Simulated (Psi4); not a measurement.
# CHClFNOSi (SMILES O=C=N[SiH](F)Cl): DSD-PBEP86/6-31G(d) (density fitting for correlation, spherical functions)

Aim: the vertical ionisation energy of CHClFNOSi at DSD-PBEP86/6-31G* (density fitting for correlation, spherical functions), from 2 runs. 

Program for the calculation: Psi4 1.11.

### 1 Starting point

The species is CHClFNOSi (7 atoms), meant as a singlet with charge 0. SMILES: `O=C=N[SiH](F)Cl`. Geometry: relaxed at PBE0-D4/def2-TZVP. This is one conformer, not always the lowest.

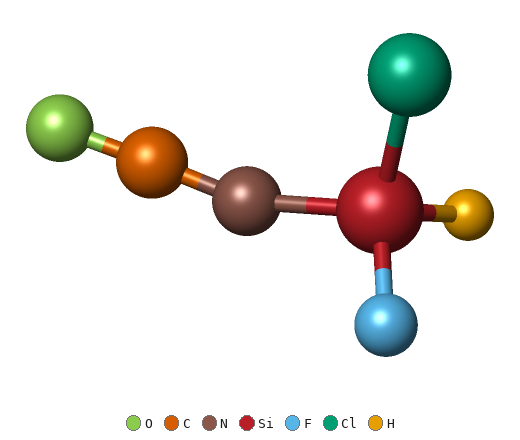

The structure, seen from a chosen angle (oxygen green, carbon orange, nitrogen brown, silicon red, fluorine blue, chlorine teal, hydrogen amber).

### 2 A single-point energy at DSD-PBEP86/6-31G(d) (density fitting for correlation, spherical functions)

chclfnosi.xyz

```xyz
7
CHClFNOSi
O      0.815200    -2.357500     1.658700
C      0.512200    -1.559700     0.874600
N      0.199300    -0.771000     0.028300
Si    -0.274200     0.722000    -0.596700
F      0.917700     1.292700    -1.464400
Cl    -0.652900     2.033600     0.904000
H     -1.456100     0.571700    -1.450200
```

run_ase.py

```python
import numpy as np
from ase.calculators.psi4 import Psi4
from ase.io import read

atoms = read('chclfnosi.xyz')
calc = Psi4(atoms=atoms, method='dsd-pbep86', basis='6-31G*', memory='1600MB', num_threads=1, charge=0, multiplicity=1, label='chclfnosi')
calc.psi4.set_options({'puream': True, 'e_convergence': 1e-09, 'd_convergence': 1e-08, 'scf_type': 'pk', 'dft_radial_points': 99, 'dft_spherical_points': 590, 'num_frozen_docc': 14})
atoms.calc = calc

print(f'energy: {atoms.get_potential_energy():.6f} eV')
```

Run with:

```console
python run_ase.py
```

chclfnosi.dat:

```text
[...]
  Running in c1 symmetry.
[...]
  Nuclear repulsion =  337.961761525461839
[...]
  Multiplicity = 1
[...]
  Nalpha       = 31
  Nbeta        = 31
[...]
    Number of basis functions: 94
[...]
   @RKS iter   1: -1016.65682814079412   -5.92850e-01   6.08707e-03 ADIIS/DIIS
[...]
   @RKS iter  12: -1016.78007288727372   -2.43290e-11   6.63028e-09 DIIS
[...]
    Orbital Energies [Eh]
    ---------------------
    Doubly Occupied:
       1A   -103.679657     2A    -67.961831     3A    -25.755727
       4A    -20.150638     5A    -15.177306     6A    -11.062427
       7A    -10.196485     8A     -7.761684     9A     -7.757840
      10A     -7.757793    11A     -5.947949    12A     -4.139623
      13A     -4.139328    14A     -4.137005    15A     -1.480603
      16A     -1.378485    17A     -1.178733    18A     -1.038321
      19A     -0.797463    20A     -0.687443    21A     -0.666624
      22A     -0.630319    23A     -0.624613    24A     -0.611081
      25A     -0.605716    26A     -0.560840    27A     -0.507375
      28A     -0.461476    29A     -0.444368    30A     -0.430256
      31A     -0.424857
[...]
  @RKS Final Energy: -1016.78007288727372
   => Energetics <=
    Nuclear Repulsion Energy =            337.9617615254618386
    One-Electron Energy =               -2076.8076344113383129
    Two-Electron Energy =                 745.0764696371136324
    DFT Exchange-Correlation Energy =     -23.0106696385109437
    Empirical Dispersion Energy =           0.0000000000000000
    VV10 Nonlocal Energy =                  0.0000000000000000
    Total Energy =                      -1016.7800728872737182
[...]
 Multipole Moments:
 ------------------------------------------------------------------------------------
     Multipole            Electronic (a.u.)      Nuclear  (a.u.)        Total (a.u.)
 ------------------------------------------------------------------------------------
 L = 1.  Multiply by 2.5417464519 to convert [e a0] to [Debye]
 Dipole X            :          1.1444507           -1.5822631           -0.4378124
 Dipole Y            :          2.0981065           -2.1848610           -0.0867545
 Dipole Z            :          0.3066538           -0.6451026           -0.3384488
 Magnitude           :                                                    0.5601371
[...]
```

Standard output:

```text
energy: -27679.766245 eV
```

Wall time 10 s (1 thread of Intel Xeon 6975P-C (Granite Rapids), shared host); peak memory 0.77 GiB.

### 3 The doublet cation at the same level

calc.inp

```
memory 1600 MB

molecule {
  1 2
  O      1.54050474    -4.45502934     3.13448872
  C      0.96791772    -2.94740584     1.65275447
  N      0.37662242    -1.45697884     0.05347925
  Si    -0.51816290     1.36438226    -1.12759958
  F      1.73420166     2.44284896    -2.76731494
  Cl    -1.23380219     3.84294705     1.70831242
  H     -2.75163021     1.08035643    -2.74048083
  units bohr
  symmetry c1
}

set basis 6-31G*
set reference uks
set puream true
set e_convergence 1e-09
set d_convergence 1e-08
set scf_type pk
set dft_radial_points 99
set dft_spherical_points 590
set num_frozen_docc 14
set maxiter 100

E, wfn = energy('dsd-pbep86', return_wfn=True)
print_variables()
```

Run with:

```console
psi4 calc.inp calc.out -n 1
```

calc.out:

```text
[...]
  Running in c1 symmetry.
[...]
  Nuclear repulsion =  337.961761580567213
[...]
  Multiplicity = 2
[...]
  Nalpha       = 31
  Nbeta        = 30
[...]
    Number of basis functions: 94
[...]
   @UKS iter   1: -1016.17659541315436   -1.12617e-01   6.22573e-03 ADIIS/DIIS
[...]
   @UKS iter  55: -1016.32858919520891    1.53477e-11   6.24169e-09 DIIS
[...]
   @S^2 Observed:                7.694670887E-01
[...]
    Orbital Energies [Eh]
    ---------------------
    Alpha Occupied:
       1A   -103.999130     2A    -68.186806     3A    -25.953343
       4A    -20.355263     5A    -15.397166     6A    -11.256854
       7A    -10.513216     8A     -8.088416     9A     -8.073925
      10A     -8.070483    11A     -6.174993    12A     -4.367099
      13A     -4.365374    14A     -4.364174    15A     -1.674760
      16A     -1.573123    17A     -1.394358    18A     -1.347962
      19A     -1.014903    20A     -0.890792    21A     -0.858678
      22A     -0.843888    23A     -0.835845    24A     -0.809092
      25A     -0.805281    26A     -0.790406    27A     -0.766359
      28A     -0.741446    29A     -0.732352    30A     -0.650278
      31A     -0.639153
[...]
  @UKS Final Energy: -1016.32858919520891
   => Energetics <=
    Nuclear Repulsion Energy =            337.9617615805672131
    One-Electron Energy =               -2062.3473028117832655
    Two-Electron Energy =                 730.9536371977623048
    DFT Exchange-Correlation Energy =     -22.8966851617553111
    Empirical Dispersion Energy =           0.0000000000000000
    VV10 Nonlocal Energy =                  0.0000000000000000
    Total Energy =                      -1016.3285891952089059
[...]
 Multipole Moments:
 ------------------------------------------------------------------------------------
     Multipole            Electronic (a.u.)      Nuclear  (a.u.)        Total (a.u.)
 ------------------------------------------------------------------------------------
 L = 1.  Multiply by 2.5417464519 to convert [e a0] to [Debye]
 Dipole X            :          0.3675606           -1.5822631           -1.2147025
 Dipole Y            :          2.8793331           -2.1848610            0.6944721
 Dipole Z            :          0.7355914           -0.6451026            0.0904888
 Magnitude           :                                                    1.4021347
[...]
```

Run time: 48 s. Hardware: 1 thread of Intel Xeon 6975P-C (Granite Rapids), shared host; peak memory 0.77 GiB.

### 4 Outcome

Level: DSD-PBEP86/6-31G* (density fitting for correlation, spherical functions), 14 core orbitals frozen.

```
                                                                quantity           value
                                         singlet CHClFNOSi: total energy  -1017.21266 Eh
                    singlet CHClFNOSi: HOMO energy (SCF part's orbitals)       -11.56 eV
                    singlet CHClFNOSi: LUMO energy (SCF part's orbitals)         2.19 eV
                  singlet CHClFNOSi: HOMO–LUMO gap (SCF part's orbitals)        13.75 eV
                                            doublet cation: total energy  -1016.76647 Eh
doublet cation: HOMO energy (SCF part's orbitals) (highest over α and β)       -15.80 eV
 doublet cation: LUMO energy (SCF part's orbitals) (lowest over α and β)       -12.59 eV
                                                    doublet cation: ⟨S²⟩           0.769
                      vertical ionisation energy (to the doublet cation)       12.141 eV
```

The vertical ionisation energy comes to 12.14 eV (280 kcal/mol). The negative HOMO energy of the first species, 11.56 eV, lies 0.58 eV below that difference.
